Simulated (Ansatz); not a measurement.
# ClH₃MoO₄ (SMILES [O]=[Mo]([OH])([OH])([OH])[Cl]): what the fields show

The calculation's input:

```
crystal:
  periodic: [false, false, false]
  atoms:
    - {symbol: Cl, position_ang: [-0.429278, 1.715510, -1.750545]}
    - {symbol: Mo, position_ang: [-0.012230, 0.081304, -0.089765]}
    - {symbol: O, position_ang: [0.284682, -1.080119, 1.090693]}
    - {symbol: O, position_ang: [1.793998, 0.291743, -0.497572]}
    - {symbol: O, position_ang: [-1.061176, -1.066771, -1.116632]}
    - {symbol: O, position_ang: [-0.829511, 1.252638, 1.107280]}
    - {symbol: H, position_ang: [2.428359, -0.245639, -0.003228]}
    - {symbol: H, position_ang: [-1.190013, -1.967269, -0.787896]}
    - {symbol: H, position_ang: [-0.896329, 0.972205, 2.030566]}
basis:
  gaussian: {orbitals: def2-SVPD}
output: {forces: true, orbitals: {seedname: orbitals}}
hamiltonian: {xc: pbe0}
```

Command:

```sh
ansatz run input.yaml --threads 2 --pin off --max-ram 5220MiB --events-out events.jsonl --progress --plain --runs-dir runs
```

Geometry: PBE0-D4/def2-SVP; core potentials replace the inner electrons of Mo.

Level of theory: isolated molecule in a Gaussian basis; Kohn-Sham density functional theory, functional PBE0 (Ansatz).

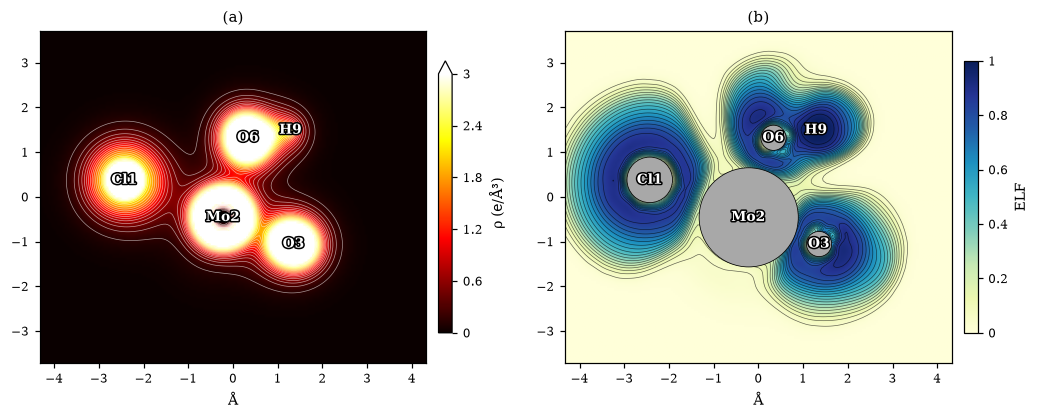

Figure 1. (a) electron density; (b) electron localisation function on the plane of atoms O3, Mo2 and O6. Grey discs cover the atomic cores in the ELF map.

Question: What does the map show?

Answer:
- The section cuts through Cl, Mo, O and H sites.
- Mo–O (1.68 Å): ρ at the midpoint is about 1.9 e/Å³; the ELF peaks at about 0.80 in the valence shell of O, 0.5 Å from its nucleus, and drops to about 0.35 between the two atoms.
- Mo–Cl (2.37 Å): the density is about 0.55 e/Å³ at the midpoint; the ELF peaks at about 0.85 in the valence shell of Cl, 0.8 Å from its nucleus, and is about 0.30 at the midpoint.
- O–H (0.97 Å): ρ is about 3.7 e/Å³ halfway; the ELF climbs to about 1 towards the hydrogen, as it does in any bond to H: an ordinary covalent bond to hydrogen.
- Mo–O (1.86 Å): the density is about 1.2 e/Å³ at the midpoint; the ELF peaks at about 0.85 in the valence shell of O, 0.6 Å from its nucleus, and drops to about 0.30 between the two atoms.

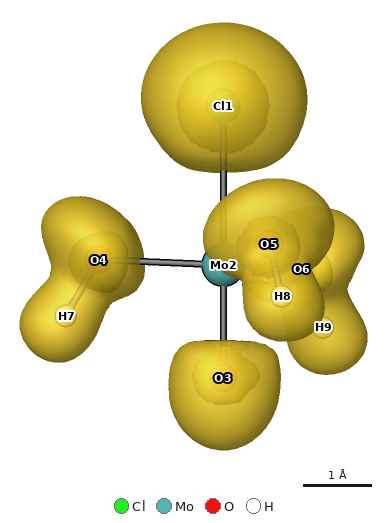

Figure 2. Isosurface of the electron localisation function at 0.75 (yellow), seen from one side. Only the valence region is drawn (cores and ρ < 0.01 e/Å³ removed).

Question: What do the ELF domains correspond to?

Answer: At this value the surface marks out one region wrapped around Cl (its valence shell), one region wrapped around O (its valence shell) and three joined regions spread over several atoms (H, O), in which their bonds and any lone pairs are merged.

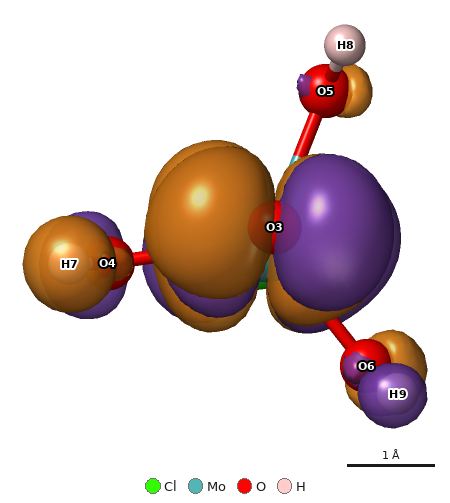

Figure 3. The LUMO at ±0.08 Å⁻³ᐟ² (orange and purple are the two phases), seen across its widest extent.

Question: Describe this orbital and give its energy.

Answer: By Hirshfeld shares it lies mainly on Mo2 (about 60 %), O3 (about 20 %) and Cl1 (about 10 %). It is one of a degenerate set, so its orientation is arbitrary. Its energy is −3.65 eV.
